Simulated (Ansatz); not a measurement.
## Electronic structure of H2S···H5NSi (SMILES S.[SiH3]N) in real space

The calculation's input:

```
crystal:
  periodic: [false, false, false]
  atoms:
    - {symbol: S, position_ang: [0.476434, 0.840767, -2.770601]}
    - {symbol: H, position_ang: [-0.058087, 0.223731, -1.690806]}
    - {symbol: H, position_ang: [1.727518, 0.522740, -2.406663]}
    - {symbol: Si, position_ang: [0.057419, 0.154150, 1.388734]}
    - {symbol: N, position_ang: [-0.801020, -0.719358, 0.162935]}
    - {symbol: H, position_ang: [1.505882, 0.050679, 1.078636]}
    - {symbol: H, position_ang: [-0.395247, 1.565148, 1.324568]}
    - {symbol: H, position_ang: [-0.148617, -0.340596, 2.780794]}
    - {symbol: H, position_ang: [-1.803571, -0.609190, 0.121287]}
    - {symbol: H, position_ang: [-0.560613, -1.687967, 0.011016]}
basis:
  gaussian: {orbitals: "def2-TZVPPD.json"}
hamiltonian: {xc: pbe0, dispersion: d4}
output: {orbitals: {seedname: orbitals}}
```

Command:

```sh
ansatz run in.yaml --threads 4 --pin off --events-out ev --progress --plain --max-ram 9574MiB
```

Geometry: PBE0-D4/def2-TZVP.

Theory: RKS PBE0-D4/def2-TZVPPD in Ansatz 0.2.0.

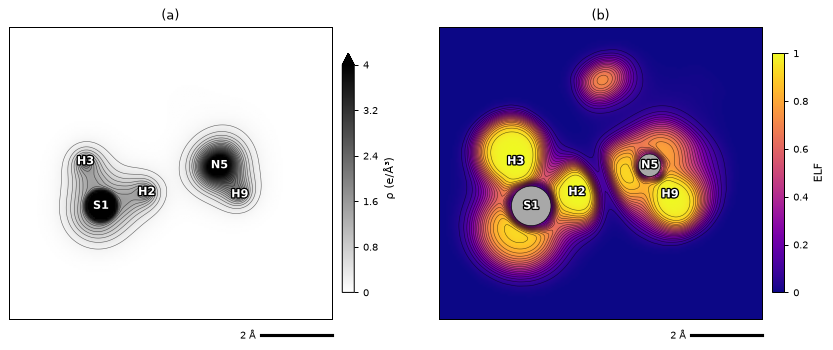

Figure 1. (a) total electron density; (b) electron localisation function on the plane of atoms H2, S1 and H3. Grey discs cover the atomic cores in the ELF map.

### Read the bonding off the picture.

Atoms in the plane: S, H and N. N5···H2 (2.21 Å): the density falls to about 0.14 e/Å³ on the way; the ELF dips to about 0.10 between them. N–H (1.01 Å): ρ is about 2.9 e/Å³ halfway; the ELF climbs to about 1 towards the hydrogen, as it does in any bond to H: a covalent bond by its length. S–H (1.34 Å): ρ at the midpoint is about 1.5 e/Å³; the ELF climbs to about 1 towards the hydrogen. The ELF also peaks beside S1, away from the bonds: lone-pair regions.

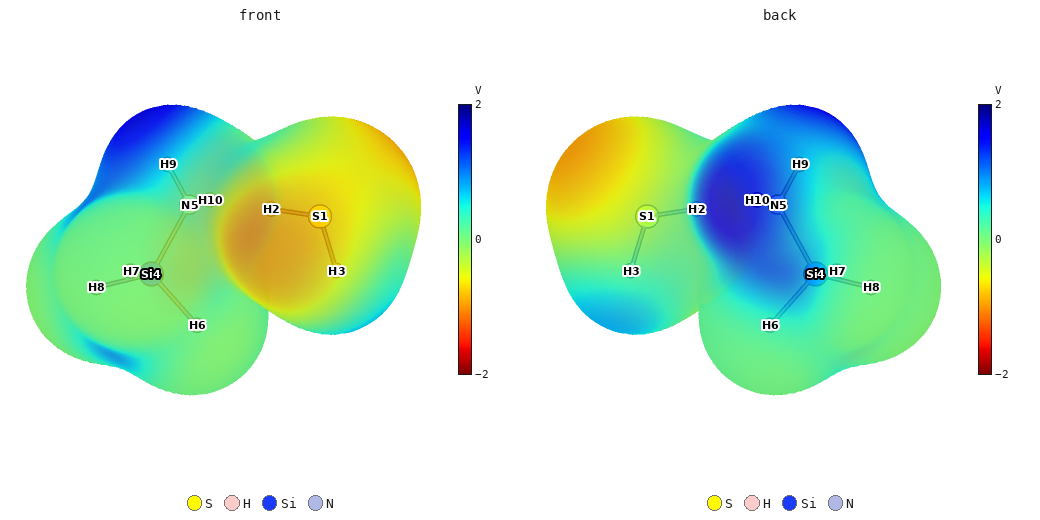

Figure 2. The molecular electrostatic potential painted on the density surface at 0.001 e/bohr³, seen from the front and from behind; red is negative and blue positive.

### Describe the electrostatic potential map.

The most negative region (about −1.0 V) lies over S1, the most positive (about +1.6 V) over H9 and H10.

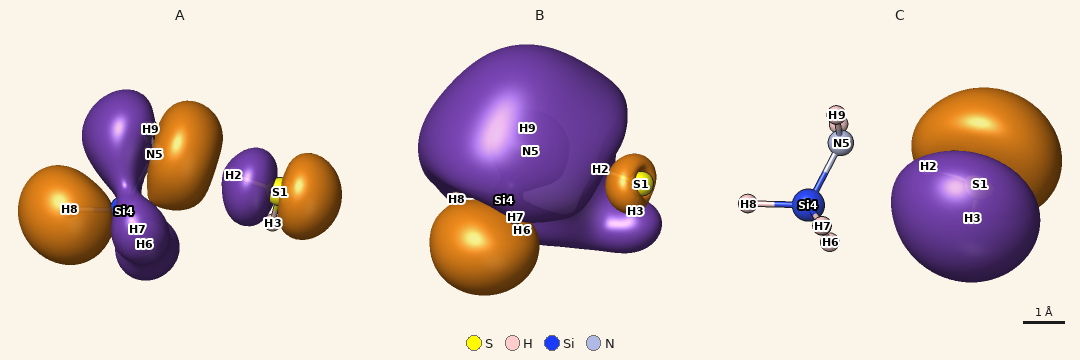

Figure 3. Three frontier orbitals at ±0.04 Å⁻³ᐟ² (orange and purple are the two phases), in no order.

### Order the three orbitals by energy and name them.

A is the HOMO−1 (−7.87 eV). By Hirshfeld shares it lies mainly on N5 (about 55 %), Si4 (about 15 %), H8 (about 10 %) and S1 (about 5 %). C is the HOMO (−7.10 eV). By Hirshfeld shares it lies mainly on S1 (about 90 %); largely a lone pair of S1. B is the LUMO (−0.35 eV). Its weight (Hirshfeld) is mainly on Si4 (about 30 %), H10 (about 15 %), H9 (about 15 %), N5 (about 10 %) and S1 (about 5 %).

### What is the HOMO–LUMO gap?

6.75 eV between the orbital energies.

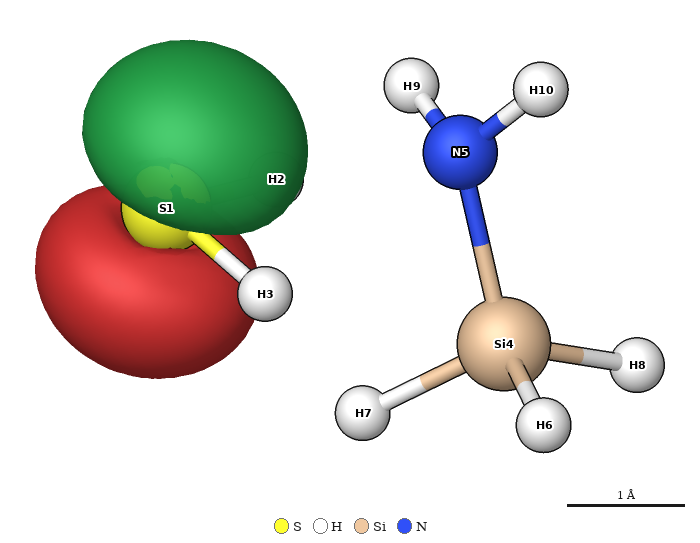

Figure 4. The HOMO at ±0.2 Å⁻³ᐟ² (green and red are the two phases), seen at an oblique angle.

### What is the character of this orbital?

By Hirshfeld shares it lies mainly on S1 (about 90 %); largely a lone pair of S1. Its energy is −7.10 eV.
